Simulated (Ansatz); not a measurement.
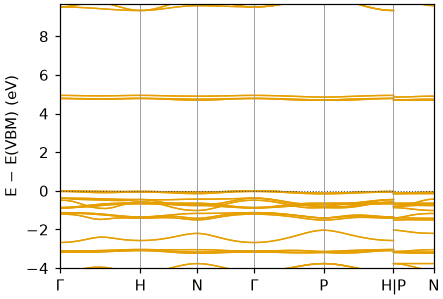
Figure: Band structure from plane-wave PAW r²SCAN+D4 with spin–orbit coupling (Ansatz code)

**Question.** Read off the gap and where the band edges lie.

**Answer.** About 4.7 eV (4.69 eV by a search for the band edges); maximum at Γ, minimum on the P–N line, 42 % of the way from P.

The material is MoF6 in space group Im-3m (No. 229; Mo on 2a, F on 12e).

The first step of the workflow began from a Materials Project structure, measured or hypothetical; the Crystallography Open Database copy checked does not list it. COD files the formula under space group No. 62. Its standing as an ambient phase is unchecked. The cell was relaxed with r²SCAN+D4 under the symmetry of its start; whether a distortion lowers the energy is not shown. The run is not spin-polarised. No Hubbard U is applied.

Potentials: the later of the program's two PAW sets.
